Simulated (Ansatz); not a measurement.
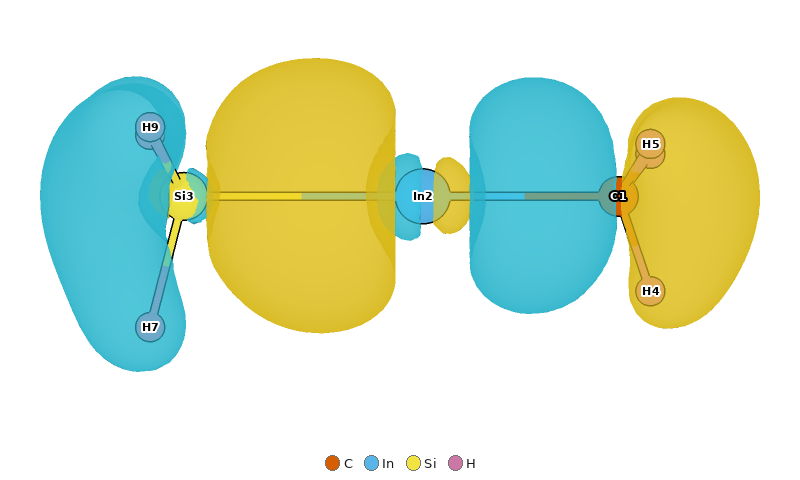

Figure. CH6InSi (SMILES [CH3][In+][SiH3]) (charge +1). One frontier orbital at ±0.08 Å⁻³ᐟ² (yellow and cyan are the two phases), seen from one side.

Geometry: B3LYP-D3(BJ)/def2-SVP; core potentials replace the inner electrons of In.

The calculation used Ansatz, isolated molecule in a Gaussian basis; Kohn-Sham density functional theory, functional PBE0.

| atom | x (Å) | y (Å) | z (Å) |
| --- | --- | --- | --- |
| C | -2.2898 | 2.0785 | 2.1370 |
| In | -0.4029 | 2.6070 | 1.2601 |
| Si | 1.9010 | 3.2524 | 0.1892 |
| H | -3.0755 | 2.1979 | 1.3761 |
| H | -2.4791 | 2.7465 | 2.9905 |
| H | -2.2391 | 1.0323 | 2.4737 |
| H | 1.5730 | 3.5906 | -1.2172 |
| H | 2.7325 | 2.0334 | 0.3384 |
| H | 2.3721 | 4.4063 | 0.9931 |

### Which orbital is it: HOMO or LUMO?

The HOMO, at −12.51 eV. It lies mainly on In2 (about 30 %), C1 (about 30 %) and Si3 (about 25 %).
